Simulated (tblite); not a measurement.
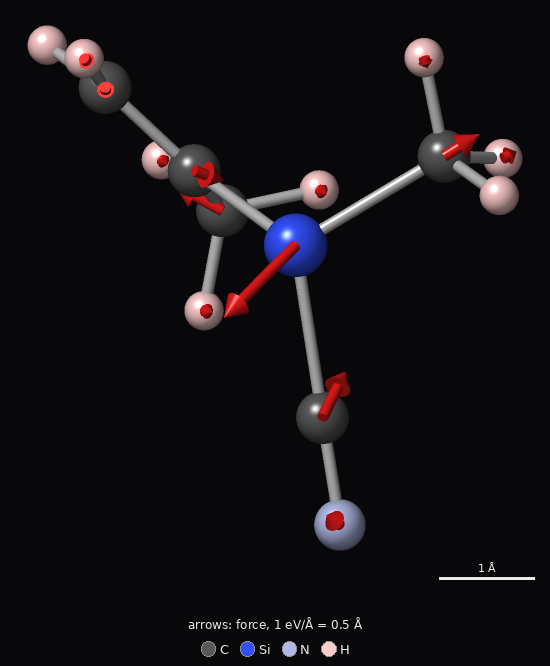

Starting geometry of C₅H₈NSi (charge −1) with the computed forces as red arrows. Style: ball-and-stick. Shown from a free direction.

Computed with tblite 0.8.0, GFN2-xTB geometry optimisation, gas phase. 

What follows when this structure is relaxed?

Answer. It isn't relaxed: the largest force vector, on the Si atom, is 2.48 eV/Å. The final displacements have little in common with the starting forces (cosine between the two patterns 0.11). Over 142 geometry steps the energy falls by 13.7 kcal/mol. The N atom moves most after the best rigid fit: 1.68 Å. Largest moves by element: N 1.68 Å, H 1.65 Å, C 1.18 Å, Si 0.28 Å. Among the contacts that change: C–Si 1.852 → 1.915 Å, C–Si 1.871 → 1.851 Å, C–C 1.519 → 1.499 Å, C–H 1.108 → 1.094 Å. Bond angles that change, for instance: Si–C–N 179.1° → 164.8°, C–Si–C 113.7° → 101.8°, C–Si–C 112.7° → 103.0°.
